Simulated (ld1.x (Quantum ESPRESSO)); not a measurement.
# Sm: pseudopotential generation

- system: samarium (Sm, Z = 62), core [Kr] 4d10, reference valence 4f6 5s2 5p6 5d0 6s2 6p0, valence charge 16.
- method: ultrasoft potential, LDA (PZ), scalar-relativistic, made with ld1.x (Quantum ESPRESSO) 7.5

**The input**
```
 &input
   title='Sm', zed=62., rel=1, dft='PZ', iswitch=3,
   config='[Xe] 4f6 5d0 6s2 6p0',
   nld=4, rlderiv=4.30, eminld=-5.0, emaxld=5.0, deld=0.02
 /
 &inputp
   pseudotype=3, tm=.true., lloc=-1, rcloc=2.40,
   nlcc=.false.,
   which_augfun='PSQ', rmatch_augfun_nc=.true.,
   file_pseudopw='Sm.UPF', file_wfcaegen='ae.wfc', file_wfcncgen='nc.wfc', file_beta='beta', file_chi='chi', file_wfcusgen='us.wfc'
 /
8
5S  1  0   2.00   0.00  2.10  2.75  0.0
6S  2  0   2.00   0.00  2.10  2.75  0.0
5P  2  1   6.00   0.00  2.55  2.80  0.0
6P  3  1   0.00   0.00  2.55  2.80  0.0
5D  3  2   0.00   0.00  3.20  3.95  0.0
5D  3  2   0.00   4.00  3.20  3.95  0.0
4F  4  3   6.00   0.00  1.06  1.12  0.0
4F  4  3   0.00   4.40  1.06  1.12  0.0
 &test
   configts(1)='4f6 5s2 5p6 5d0 6s2 6p0'
 /
```

**Input of the test run**
```
 &input
   title='Sm', zed=62., rel=1, dft='PZ', iswitch=2,
   config='[Xe] 4f6 5d0 6s2 6p0'
 /
 &test
   file_pseudo='Sm.UPF', nconf=10,
   configts(1)='4f6 5s2 5p6 5d0 6s2 6p0',
   configts(2)='4f6 5s2 5p6 5d0 6s1 6p0',
   configts(3)='4f6 5s2 5p6 5d0 6s0 6p0',
   configts(4)='4f5 5s2 5p6 5d0 6s0 6p0',
   configts(5)='4f5 5s2 5p6 5d1 6s1 6p0',
   configts(6)='4f4 5s2 5p6 5d0 6s0 6p0',
   configts(7)='4f5 5s2 5p6 5d0 6s2 6p0',
   configts(8)='4f7 5s2 5p6 5d0 6s0 6p0',
   configts(9)='4f6 5s2 5p6 5d0 6s2 6p0', lsdts(9)=1,
   configts(10)='4f6 5s2 5p6 5d0 6s1 6p0', lsdts(10)=1
 /
```

Hardware: 1 CPU thread, shared host.

Command:
```bash
ld1.x < Sm.in > Sm.out
```

**The program's output**
```
     Program LD1 v.7.5
     --------------------------- All-electron run ----------------------------

     Sm
     scalar relativistic calculation

     atomic number is 62.00
     dft =PZ   lsd =0 sic =0 latt =0  beta=0.20 tr2=1.0E-14
     Exchange-correlation= PZ
                           (   1   1   0   0   0   0   0)
     mesh =1259 r(mesh) =  99.27220 a.u. xmin = -7.00 dx = 0.01250
     1 Ry =  13.60569312 eV, c = 137.03599908

     n l     nl                  e(Ry)          e(Ha)          e(eV)
     1 0     1S 1( 2.00)     -3427.6044     -1713.8022    -46634.9338
     2 0     2S 1( 2.00)      -560.1830      -280.0915     -7621.6777
     2 1     2P 1( 6.00)      -499.9251      -249.9625     -6801.8271
     3 0     3S 1( 2.00)      -122.6945       -61.3473     -1669.3440
     3 1     3P 1( 6.00)      -103.8575       -51.9287     -1413.0527
     4 0     4S 1( 2.00)       -24.3429       -12.1714      -331.2015
     4 1     4P 1( 6.00)       -18.1484        -9.0742      -246.9221
     3 2     3D 1(10.00)       -78.2976       -39.1488     -1065.2929
     5 0     5S 1( 2.00)        -3.1888        -1.5944       -43.3860
     5 1     5P 1( 6.00)        -1.7139        -0.8569       -23.3186
     4 2     4D 1(10.00)        -9.4573        -4.7287      -128.6736
     4 3     4F 1( 6.00)        -0.1958        -0.0979        -2.6647
     5 2     5D 1( 0.00)        -0.1349        -0.0675        -1.8360
     6 0     6S 1( 2.00)        -0.2739        -0.1369        -3.7260
     6 1     6P 1( 0.00)        -0.0924        -0.0462        -1.2566

     final scf error:  5.2E-15 reached in  30 iterations

     Etot =  -20839.998457 Ry,  -10419.999229 Ha, -283542.623691 eV

     Ekin =   22272.868402 Ry,   11136.434201 Ha,  303037.812447 eV
     Encl =  -50748.723969 Ry,  -25374.361985 Ha, -690471.564708 eV
     Eh   =    8091.884938 Ry,    4045.942469 Ha,  110095.703259 eV
     Exc  =    -456.027828 Ry,    -228.013914 Ha,   -6204.574690 eV

     normalization and overlap integrals

     s(1S/1S) =  1.000000  <r> =   0.0228  <r2> =    0.0007  r(max) =   0.0144
     s(2S/2S) =  1.000000  <r> =   0.0971  <r2> =    0.0111  r(max) =   0.0819
     s(2P/2P) =  1.000000  <r> =   0.0855  <r2> =    0.0089  r(max) =   0.0662
     s(3S/3S) =  1.000000  <r> =   0.2552  <r2> =    0.0744  r(max) =   0.2341
     s(3P/3P) =  1.000000  <r> =   0.2535  <r2> =    0.0745  r(max) =   0.2283
     s(4S/4S) =  1.000000  <r> =   0.5794  <r2> =    0.3791  r(max) =   0.5408
     s(4P/4P) =  1.000000  <r> =   0.6136  <r2> =    0.4284  r(max) =   0.5615
     s(3D/3D) =  1.000000  <r> =   0.2311  <r2> =    0.0628  r(max) =   0.1869
     s(5S/5S) =  1.000000  <r> =   1.4086  <r2> =    2.2352  r(max) =   1.2654
     s(5P/5P) =  1.000000  <r> =   1.6631  <r2> =    3.1523  r(max) =   1.4339
     s(4D/4D) =  1.000000  <r> =   0.6710  <r2> =    0.5229  r(max) =   0.5903
     s(4F/4F) =  1.000001  <r> =   1.0181  <r2> =    1.4671  r(max) =   0.6129
     s(5D/5D) =  1.000000  <r> =   3.2911  <r2> =   13.5808  r(max) =   2.1932
     s(6S/6S) =  1.000000  <r> =   4.2594  <r2> =   20.6277  r(max) =   3.6160
     s(6P/6P) =  1.000000  <r> =   5.9537  <r2> =   40.7071  r(max) =   4.9425

     ------------------------ End of All-electron run ------------------------

     --------------------- Generating US pseudopotential ---------------------

      Generating local potential from pseudized AE potential:
      Matching radius rcloc =   2.4000

      Local pseudo, rcloc= 2.394 Estimated cut-off energy=     4.35 Ry
      Wfc-us  5S rcutus= 2.781  Estimated cut-off energy=     7.49 Ry
      Wfc-us  6S rcutus= 2.781  Estimated cut-off energy=    15.28 Ry
      Wfc-us  5P rcutus= 2.781  Estimated cut-off energy=    11.13 Ry
      Wfc-us  6P rcutus= 2.781  Estimated cut-off energy=    20.76 Ry
      Wfc-us  5D rcutus= 3.947  Estimated cut-off energy=     7.40 Ry
      Wfc-us  5D rcutus= 3.947  Estimated cut-off energy=    13.36 Ry
      Wfc-us  4F rcutus= 1.131  Estimated cut-off energy=   122.60 Ry
      Wfc-us  4F rcutus= 1.131  Estimated cut-off energy=   201.13 Ry

      Problem with multipole  3  1:  7  3 l3=  4      0.0000806

     Q pseudized with Bessel functions
     Expected ecutrho=     538.6709 due to l1=  3   l2=  3

     ------------------- End of pseudopotential generation -------------------

     --------------------------- All-electron run ----------------------------

     Sm
     scalar relativistic calculation

     atomic number is 62.00
     dft =PZ   lsd =0 sic =0 latt =0  beta=0.20 tr2=1.0E-14
     Exchange-correlation= PZ
                           (   1   1   0   0   0   0   0)
     mesh =1259 r(mesh) =  99.27220 a.u. xmin = -7.00 dx = 0.01250
     1 Ry =  13.60569312 eV, c = 137.03599908

     n l     nl                  e(Ry)          e(Ha)          e(eV)
     1 0     1S 1( 2.00)     -3427.6044     -1713.8022    -46634.9338
     2 0     2S 1( 2.00)      -560.1830      -280.0915     -7621.6777
     2 1     2P 1( 6.00)      -499.9251      -249.9625     -6801.8271
     3 0     3S 1( 2.00)      -122.6945       -61.3473     -1669.3440
     3 1     3P 1( 6.00)      -103.8575       -51.9287     -1413.0527
     4 0     4S 1( 2.00)       -24.3429       -12.1714      -331.2015
     4 1     4P 1( 6.00)       -18.1484        -9.0742      -246.9221
     3 2     3D 1(10.00)       -78.2976       -39.1488     -1065.2929
     5 0     5S 1( 2.00)        -3.1888        -1.5944       -43.3860
     5 1     5P 1( 6.00)        -1.7139        -0.8569       -23.3186
     4 2     4D 1(10.00)        -9.4573        -4.7287      -128.6736
     4 3     4F 1( 6.00)        -0.1958        -0.0979        -2.6647
     5 2     5D 1( 0.00)        -0.1349        -0.0675        -1.8360
     6 0     6S 1( 2.00)        -0.2739        -0.1369        -3.7260
     6 1     6P 1( 0.00)        -0.0924        -0.0462        -1.2566

     final scf error:  5.2E-15 reached in  30 iterations

     Etot =  -20839.998457 Ry,  -10419.999229 Ha, -283542.623691 eV

     Ekin =   22272.868402 Ry,   11136.434201 Ha,  303037.812447 eV
     Encl =  -50748.723969 Ry,  -25374.361985 Ha, -690471.564708 eV
     Eh   =    8091.884938 Ry,    4045.942469 Ha,  110095.703259 eV
     Exc  =    -456.027828 Ry,    -228.013914 Ha,   -6204.574690 eV

     normalization and overlap integrals

     s(1S/1S) =  1.000000  <r> =   0.0228  <r2> =    0.0007  r(max) =   0.0144
     s(2S/2S) =  1.000000  <r> =   0.0971  <r2> =    0.0111  r(max) =   0.0819
     s(2P/2P) =  1.000000  <r> =   0.0855  <r2> =    0.0089  r(max) =   0.0662
     s(3S/3S) =  1.000000  <r> =   0.2552  <r2> =    0.0744  r(max) =   0.2341
     s(3P/3P) =  1.000000  <r> =   0.2535  <r2> =    0.0745  r(max) =   0.2283
     s(4S/4S) =  1.000000  <r> =   0.5794  <r2> =    0.3791  r(max) =   0.5408
     s(4P/4P) =  1.000000  <r> =   0.6136  <r2> =    0.4284  r(max) =   0.5615
     s(3D/3D) =  1.000000  <r> =   0.2311  <r2> =    0.0628  r(max) =   0.1869
     s(5S/5S) =  1.000000  <r> =   1.4086  <r2> =    2.2352  r(max) =   1.2654
     s(5P/5P) =  1.000000  <r> =   1.6631  <r2> =    3.1523  r(max) =   1.4339
     s(4D/4D) =  1.000000  <r> =   0.6710  <r2> =    0.5229  r(max) =   0.5903
     s(4F/4F) =  1.000001  <r> =   1.0181  <r2> =    1.4671  r(max) =   0.6129
     s(5D/5D) =  1.000000  <r> =   3.2911  <r2> =   13.5808  r(max) =   2.1932
     s(6S/6S) =  1.000000  <r> =   4.2594  <r2> =   20.6277  r(max) =   3.6160
     s(6P/6P) =  1.000000  <r> =   5.9537  <r2> =   40.7071  r(max) =   4.9425

     ------------------------ End of All-electron run ------------------------

     Computing logarithmic derivative in   4.28078
     Computing logarithmic derivative in   4.28078
     Computing the partial wave expansion
     R is outside the sphere for l=    0 j= 0.00
     R is outside the sphere for l=    0 j= 0.00
     R is outside the sphere for l=    1 j= 0.00
     R is outside the sphere for l=    1 j= 0.00
     R is outside the sphere for l=    2 j= 0.00
     R is outside the sphere for l=    2 j= 0.00
     R is outside the sphere for l=    3 j= 0.00
     R is outside the sphere for l=    3 j= 0.00

     ---------------------- Testing the pseudopotential ----------------------

     Sm
     scalar relativistic calculation

     atomic number is 62.00   valence charge is 16.00
     dft =PZ   lsd =0 sic =0 latt =0  beta=0.20 tr2=1.0E-14
     mesh =1259 r(mesh) =  99.27220 xmin = -7.00 dx = 0.01250

     n l     nl             e AE (Ry)        e PS (Ry)    De AE-PS (Ry)
     4 3     4F   1( 6.00)       -0.19585       -0.19581       -0.00003
     1 0     5S   1( 2.00)       -3.18881       -3.18878       -0.00003
     2 1     5P   1( 6.00)       -1.71389       -1.71386       -0.00002
     3 2     5D   1( 0.00)       -0.13495       -0.13494       -0.00001
     2 0     6S   1( 2.00)       -0.27386       -0.27385       -0.00000
     3 1     6P   1( 0.00)       -0.09236       -0.09236       -0.00000

     eps = 1.0E-14  iter =  6

     Etot =  -20839.998457 Ry,  -10419.999229 Ha, -283542.623691 eV
     Etotps =  -166.752967 Ry,     -83.376483 Ha,   -2268.789693 eV

     Ekin =      79.055014 Ry,      39.527507 Ha,    1075.598267 eV
     Encl =    -355.331347 Ry,    -177.665673 Ha,   -4834.529259 eV
     Ehrt =     154.220382 Ry,      77.110191 Ha,    2098.275190 eV
     Ecxc =     -18.736540 Ry,      -9.368270 Ha,    -254.923612 eV
     Epseu=     -25.960477 Ry,     -12.980238 Ha,    -353.210280 eV

     ---------------------- End of pseudopotential test ----------------------
```

**Output of the test run (extracts)**
```
     ---------------------- Testing the pseudopotential ----------------------

     Sm
     scalar relativistic calculation

     atomic number is 62.00   valence charge is 16.00
     dft =PZ   lsd =0 sic =0 latt =0  beta=0.20 tr2=1.0E-14
     mesh =1259 r(mesh) =  99.27220 xmin = -7.00 dx = 0.01250

     n l     nl             e AE (Ry)        e PS (Ry)    De AE-PS (Ry)
     4 3     4F   1( 6.00)       -0.19585       -0.19581       -0.00003
     1 0     5S   1( 2.00)       -3.18881       -3.18878       -0.00003
     2 1     5P   1( 6.00)       -1.71389       -1.71386       -0.00002
     3 2     5D   1( 0.00)       -0.13495       -0.13494       -0.00001
     2 0     6S   1( 2.00)       -0.27386       -0.27385       -0.00000
     3 1     6P   1( 0.00)       -0.09236       -0.09236       -0.00000

     eps = 1.0E-14  iter =  8

     Etot =  -20839.998457 Ry,  -10419.999229 Ha, -283542.623691 eV
     Etotps =  -166.752965 Ry,     -83.376483 Ha,   -2268.789675 eV

     Ekin =      79.055016 Ry,      39.527508 Ha,    1075.598289 eV
     Encl =    -355.331346 Ry,    -177.665673 Ha,   -4834.529256 eV
     Ehrt =     154.220382 Ry,      77.110191 Ha,    2098.275188 eV
     Ecxc =     -18.736540 Ry,      -9.368270 Ha,    -254.923612 eV
     Epseu=     -25.960477 Ry,     -12.980239 Ha,    -353.210284 eV

     ---------------------- End of pseudopotential test ----------------------

     ---------------------- Testing the pseudopotential ----------------------

     Sm
     scalar relativistic calculation

     atomic number is 62.00   valence charge is 16.00
     dft =PZ   lsd =0 sic =0 latt =0  beta=0.20 tr2=1.0E-14
     mesh =1259 r(mesh) =  99.27220 xmin = -7.00 dx = 0.01250

     n l     nl             e AE (Ry)        e PS (Ry)    De AE-PS (Ry)
     4 3     4F   1( 6.00)       -0.64981       -0.65335        0.00354
     1 0     5S   1( 2.00)       -3.64758       -3.64965        0.00207
     2 1     5P   1( 6.00)       -2.17094       -2.17229        0.00135
     3 2     5D   1( 0.00)       -0.54685       -0.54673       -0.00012
     2 0     6S   1( 1.00)       -0.63813       -0.63813        0.00000
     3 1     6P   1( 0.00)       -0.40060       -0.40117        0.00058

     eps = 7.0E-15  iter = 14

     Etot =  -20839.546362 Ry,  -10419.773181 Ha, -283536.472628 eV
     Etotps =  -166.300721 Ry,     -83.150360 Ha,   -2262.636570 eV
     dEtot_ae =       0.452095 Ry
     dEtot_ps =       0.452245 Ry,   Delta E=      -0.000150 Ry

     Ekin =      78.023212 Ry,      39.011606 Ha,    1061.559872 eV
     Encl =    -347.963294 Ry,    -173.981647 Ha,   -4734.281801 eV
     Ehrt =     147.170594 Ry,      73.585297 Ha,    2002.357934 eV
     Ecxc =     -18.437976 Ry,      -9.218988 Ha,    -250.861447 eV
     Epseu=     -25.093255 Ry,     -12.546628 Ha,    -341.411128 eV

     ---------------------- End of pseudopotential test ----------------------

     ---------------------- Testing the pseudopotential ----------------------

     Sm
     scalar relativistic calculation

     atomic number is 62.00   valence charge is 16.00
     dft =PZ   lsd =0 sic =0 latt =0  beta=0.20 tr2=1.0E-14
     mesh =1259 r(mesh) =  99.27220 xmin = -7.00 dx = 0.01250

     n l     nl             e AE (Ry)        e PS (Ry)    De AE-PS (Ry)
     4 3     4F   1( 6.00)       -1.17603       -1.19120        0.01518  !
     1 0     5S   1( 2.00)       -4.18001       -4.19078        0.01077  !
     2 1     5P   1( 6.00)       -2.69883       -2.70684        0.00801  !
     3 2     5D   1( 0.00)       -1.01283       -1.01289        0.00005
     2 0     6S   1( 0.00)       -1.01374       -1.01419        0.00045
     3 1     6P   1( 0.00)       -0.71119       -0.71461        0.00343

     eps = 9.7E-15  iter = 13

     Etot =  -20838.716271 Ry,  -10419.358136 Ha, -283525.178661 eV
     Etotps =  -165.470138 Ry,     -82.735069 Ha,   -2251.335915 eV
     dEtot_ae =       1.282186 Ry
     dEtot_ps =       1.282828 Ry,   Delta E=      -0.000642 Ry

     Ekin =      75.717269 Ry,      37.858635 Ha,    1030.185929 eV
     Encl =    -339.271773 Ry,    -169.635887 Ha,   -4616.027630 eV
     Ehrt =     139.366467 Ry,      69.683234 Ha,    1896.177386 eV
     Ecxc =     -18.122381 Ry,      -9.061191 Ha,    -246.567555 eV
     Epseu=     -23.159720 Ry,     -11.579860 Ha,    -315.104044 eV

     ---------------------- End of pseudopotential test ----------------------
```

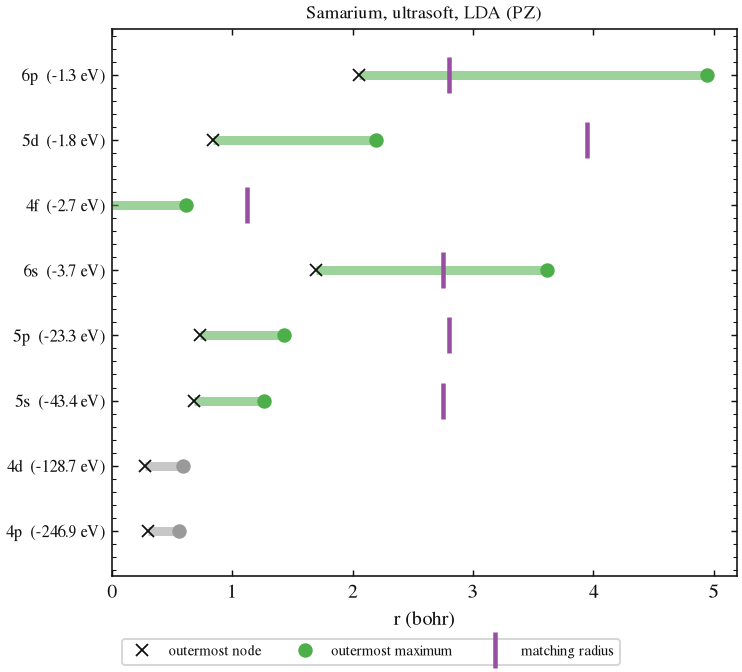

Figure 1. Outer shells of the all-electron reference atom: each bar runs from the outermost node (or the nucleus) to the outermost maximum of u(r); the tick is the radius chosen for the pseudo-wave. Shells without a tick have no pseudo-wave of their own. Levels, nodes and maxima are from ld1.x, scalar-relativistic.

- Radii against the shells: 5s: 2.75 bohr, outside the maximum; 5p: 2.80 bohr, outside the maximum; 6s: 2.75 bohr, between node and maximum; 4f: 1.12 bohr, outside the maximum; 5d: 3.95 bohr, outside the maximum; 6p: 2.80 bohr, between node and maximum. The p channel couldn't be tested for ghost states or cutoffs, since the overlap operator isn't positive definite there.

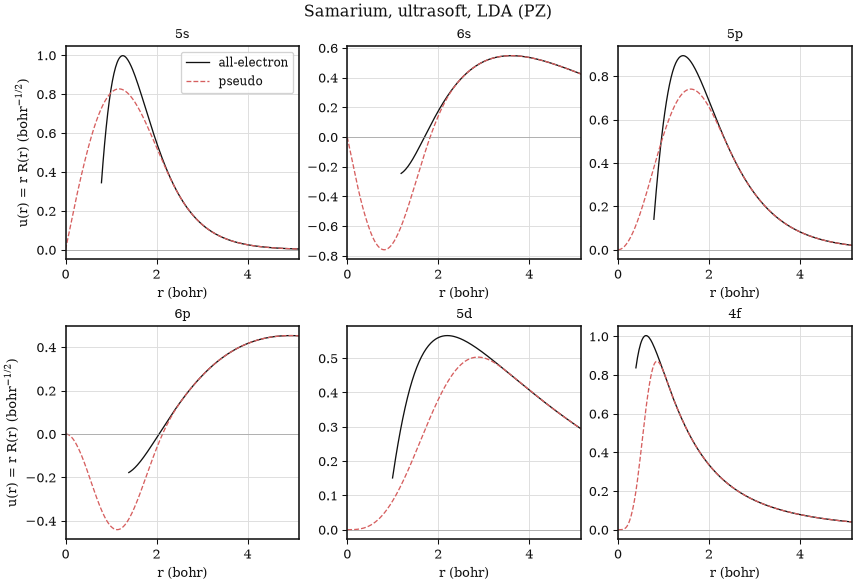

Figure 2. Pseudo-waves (dashed) against the all-electron radial functions (solid). The innermost oscillations of some all-electron curves aren't drawn. Reference configuration 4f6 5s2 5p6 5d0 6s2 6p0.

- Matching radii: 5s at 2.75 bohr; 6s at 2.75 bohr; 5p at 2.80 bohr; 6p at 2.80 bohr; 5d at 3.95 bohr; 4f at 1.12 bohr. The curves merge smoothly, so the plot gives these only roughly.
- Nodes of the pseudo-waves: 5s has no node; 6s has a node at about 1.8 bohr; 5p has no node; 6p has a node at about 2.1 bohr; 5d has no node; 4f has no node. A node in 6s and 6p is allowed, since a lower shell of the same l is also in the valence. The potential isn't sound: its overlap operator has a negative eigenvalue, -0.78.

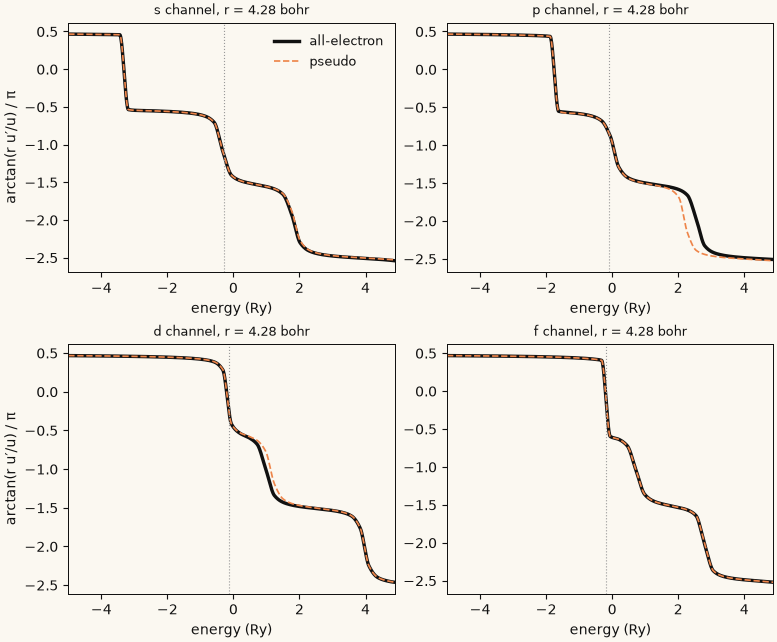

Figure 3. Unwrapped phase arctan(r u′/u) in units of π against energy, all-electron (solid) and pseudo (dashed); the pseudo phase is matched to the all-electron one at the reference energy. Here u = r R(r). A near-vertical step is a level narrower than the spacing of the points behind the curves. The dotted line marks the reference energy of the channel.

- First channel to depart above its reference energy: the d channel: its phase error passes 0.05 rad 0.6 Ry above its reference energy, against 1.6 Ry for p.
- Range over which the phases agree within 0.05 rad: s: up to about 1.6 Ry; p: between about -1.4 and 1.5 Ry; d: up to about 0.4 Ry; f: over the whole range drawn.

**Results in brief**

- outcome: generated, but the overlap operator is not positive, so unusable
- configuration tests: test run stopped at test 3 of 9 (negative rho)
- lowest eigenvalue of the overlap operator S in a Bessel basis (separate test): -0.78 (p channel); it is negative, so in a basis up to 400 Ry S is not positive definite
- density cutoff estimated by the generator: 539 Ry
- largest excitation error among the tests solved: -8.7 meV (all-electron minus pseudo) for 4f6 5s2 5p6 5d0 6s0 6p0
- range over which the phases arctan(r u′/u) at the test radius agree within 0.05 rad (a looser test near the poles than one of phase shifts): s: up to about 1.6 Ry; p: between about -1.4 and 1.5 Ry; d: up to about 0.4 Ry; f: over the whole range computed
- wall time: 1.5 s

**Notes**

The p channel couldn't be tested for ghost states or cutoffs, since the overlap operator isn't positive definite there.
